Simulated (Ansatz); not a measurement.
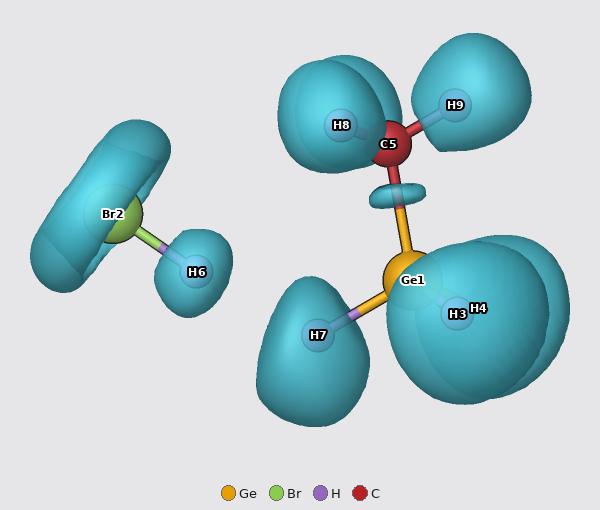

CH$_{6}$Ge···HBr. Isosurface of the electron localisation function at 0.85 (cyan), seen across its widest extent. Only the valence region is drawn (cores and ρ < 0.01 e/Å³ removed).

The product side of a reaction path; geometry: PBE0-D4/def2-TZVP; a saddle point, not a minimum.

Level of theory: RKS PBE0-D4/def2-TZVPP (Ansatz).

The calculation's input:

```
crystal:
  periodic: [false, false, false]
  atoms:
    - {symbol: Ge, position_ang: [-0.723376, -0.785323, 0.527369]}
    - {symbol: Br, position_ang: [3.288418, 0.332581, -0.680498]}
    - {symbol: H, position_ang: [-1.581878, -1.805503, -0.237935]}
    - {symbol: H, position_ang: [-1.265359, -0.637290, 1.958419]}
    - {symbol: C, position_ang: [-0.676667, 0.932406, -0.392968]}
    - {symbol: H, position_ang: [2.257099, -0.461433, -0.094241]}
    - {symbol: H, position_ang: [0.706812, -1.369871, 0.633080]}
    - {symbol: H, position_ang: [-0.271206, 0.813396, -1.398137]}
    - {symbol: H, position_ang: [-1.684366, 1.342744, -0.467403]}
    - {symbol: H, position_ang: [-0.049578, 1.638292, 0.152315]}
basis:
  gaussian: {orbitals: def2-TZVPP}
hamiltonian: {xc: pbe0, dispersion: d4}
output: {orbitals: {seedname: orbitals}}
```

Launched as:

```sh
ansatz run in.yaml --threads 8 --pin off --events-out ev --progress --plain --max-ram 19148MiB
```

**Where are the electrons localised?**

At this value the surface marks out seven regions around hydrogen nuclei, one lobe of the valence shell of C pointing towards Ge (polar bonds) and one ring or bowl of non-bonding electrons around Br.

Values along the shortest contacts:
H6···H7 (1.94 Å): the ELF dips to about 0.10 between them. C–Ge (1.95 Å): the ELF peaks at about 0.90 between the atoms (a covalent bond).
